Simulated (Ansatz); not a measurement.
# HF/3-21G run of C2H6Si (vinylsilane)

Aim: the electronic atomisation energy of C2H6Si (vinylsilane) at HF/3-21G, from 4 runs. 

The calculation is run with Ansatz 0.2.0.

51 further runs of the same task are left out: 51 set aside as unsound or not needed.

## Step 1: The system as given

The species is C2H6Si (9 atoms), meant as a singlet with charge 0. SMILES: `C=C[SiH3]`. Geometry: relaxed at PBE0-D4/def2-TZVP.

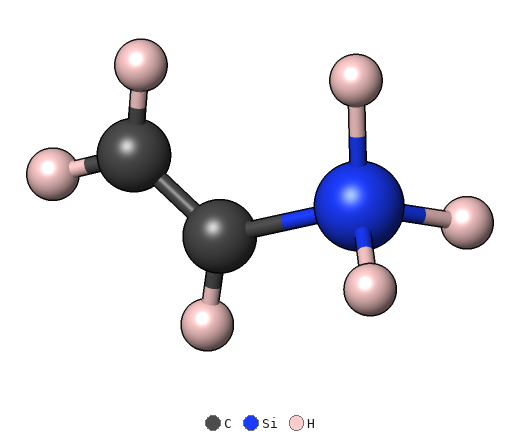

Viewed from a chosen angle; carbon dark grey, silicon blue, hydrogen pink.

## Step 2: A single-point energy at HF/3-21G

File input.yaml:

```yaml
basis:
  gaussian:
    orbitals: 3-21G.json
crystal:
  periodic: [false, false, false]
  atoms:
    - {symbol: C, position_ang: [-0.713700, 0.870200, -1.048300]}
    - {symbol: C, position_ang: [-0.071300, 0.712500, 0.105600]}
    - {symbol: Si, position_ang: [0.560600, -0.932000, 0.700100]}
    - {symbol: H, position_ang: [-0.905700, 0.033000, -1.713900]}
    - {symbol: H, position_ang: [-1.076700, 1.838600, -1.381500]}
    - {symbol: H, position_ang: [0.089400, 1.592000, 0.727600]}
    - {symbol: H, position_ang: [2.035800, -0.893900, 0.893800]}
    - {symbol: H, position_ang: [0.223400, -1.972400, -0.307300]}
    - {symbol: H, position_ang: [-0.053200, -1.294300, 2.006700]}
hamiltonian:
  xc: hf
accuracy: high
output: {orbitals: {seedname: orbitals}}
```

The basis set 3-21G is read from a file made from the Basis Set Exchange's data (not shown).

Run with:

```sh
$ ansatz run input.yaml --threads 1 --pin off --max-ram 3480MiB --events-out events.jsonl --progress --plain --runs-dir runs
```

Standard output:

```text
Warning: RAYON_NUM_THREADS=1 ignored (pool sized by the plan → 1); use --threads N
Functional definition: HF
  name "HF"
  exchange = exact_x
  correlation = 0
1015 factors; integrals over basis functions are off by at most 8.5e-9 eV
mean field evaluation 1: about -9962.4874 eV, gradient 1.8e1 eV
mean field evaluation 2: about -9962.4817 eV, gradient 1.8e1 eV
mean field evaluation 4: about -9963.5144 eV, gradient 1.8e0 eV
mean field evaluation 8: about -9963.5235 eV, gradient 3.0e-4 eV
mean field -9963.52348079 eV, -366.1527344002 hartree, gradient 2.3e-8 eV, S^2 0.000000; 0 other end points of the search recorded, 0 dependent functions left out
reference -9963.52348079 eV, -366.1527344002 hartree; 16, 16 occupied and 27, 27 virtual orbitals, 1015 factors
Total energy: -9963.52348079 eV, -366.1527344002 hartree
```

Wall time 0.28 s (1 thread of Intel Xeon 6975P-C (Granite Rapids), shared host).

## Step 3: The C atom at the same level

File molecule.yaml:

```yaml
crystal:
  periodic: [false, false, false]
  atoms:
    - {symbol: C, position_ang: [0.000000, 0.000000, 0.000000]}
basis:
  gaussian:
    orbitals: 3-21G.json
magnetization:
  spin_polarized: true
  initial_magnetization: 2
hamiltonian:
  xc: hf
accuracy: high
```

The basis set 3-21G is read from a file made from the Basis Set Exchange's data (not shown).

Run the same way, it converges to -37.48107 Eh (log not shown).

## Step 4: The H atom at the same level

File run.yaml:

```yaml
crystal:
  periodic: [false, false, false]
  atoms:
    - symbol: H
      position_ang: [0.000000, 0.000000, 0.000000]
basis:
  gaussian:
    orbitals: 3-21G.json
magnetization:
  spin_polarized: true
  initial_magnetization: 1
hamiltonian:
  xc: hf
accuracy: high
```

The basis set 3-21G is read from a file made from the Basis Set Exchange's data (not shown).

Run with:

```sh
$ ansatz run run.yaml --threads 1 --pin off --max-ram 3480MiB --events-out events.jsonl --progress --plain --runs-dir runs
```

Standard output:

```text
Warning: RAYON_NUM_THREADS=1 ignored (pool sized by the plan → 1); use --threads N
[... 4 set-up lines as earlier in the session ...]
3 factors; integrals over basis functions are off by at most 5.6e-10 eV
mean field evaluation 1: about -13.4868 eV, gradient 1.3e0 eV
mean field evaluation 2: about -13.4868 eV, gradient 1.3e0 eV
mean field evaluation 4: about -13.5023 eV, gradient 2.1e-5 eV
mean field evaluation 8: about -13.5023 eV, gradient 1.0e-12 eV
mean field -13.50225274 eV, -0.4961986360 hartree, gradient 4.5e-8 eV, S^2 0.750000; 0 other end points of the search recorded, 0 dependent functions left out
reference -13.50225274 eV, -0.4961986360 hartree; 1, 0 occupied and 1, 2 virtual orbitals, 3 factors
Total energy: -13.50225274 eV, -0.4961986360 hartree
```

Wall time 0.04 s (1 thread of Intel Xeon 6975P-C (Granite Rapids), shared host).

## Step 5: The Si atom, same level

File input.yaml:

```yaml
crystal:
  periodic: [false, false, false]
  atoms:
    - {symbol: Si, position_ang: [0.000000, 0.000000, 0.000000]}
basis:
  gaussian: {orbitals: 3-21G.json}
magnetization: {spin_polarized: true, initial_magnetization: 2}
hamiltonian: {xc: hf}
accuracy: high
```

The basis set 3-21G is read from a file made from the Basis Set Exchange's data (not shown).

Run the same way, it converges to -287.34443 Eh (log not shown).

## Step 6: Outcome

At HF/3-21G:

| quantity | value |
| --- | --- |
| molecule: total energy | -366.15273 Eh |
| molecule: HOMO energy | -10.34 eV |
| molecule: LUMO energy | 4.00 eV |
| molecule: HOMO–LUMO gap | 14.34 eV |
| C atom: total energy | -37.48107 Eh |
| C atom: ⟨S²⟩ | 2.001 |
| H atom: total energy | -0.49620 Eh |
| H atom: ⟨S²⟩ | 0.750 |
| Si atom: total energy | -287.34443 Eh |
| Si atom: ⟨S²⟩ | 2.000 |
| electronic atomisation energy | 23.646 eV |

Taking the molecule apart into free atoms costs 23.65 eV (2281 kJ/mol), before zero-point energy and without spin-orbit coupling. Hartree–Fock lacks the correlation of the bonding pairs, which as a rule makes this value much too low; in minimal bases other errors can mask that. The basis has no polarisation functions, which makes bonds too weak.
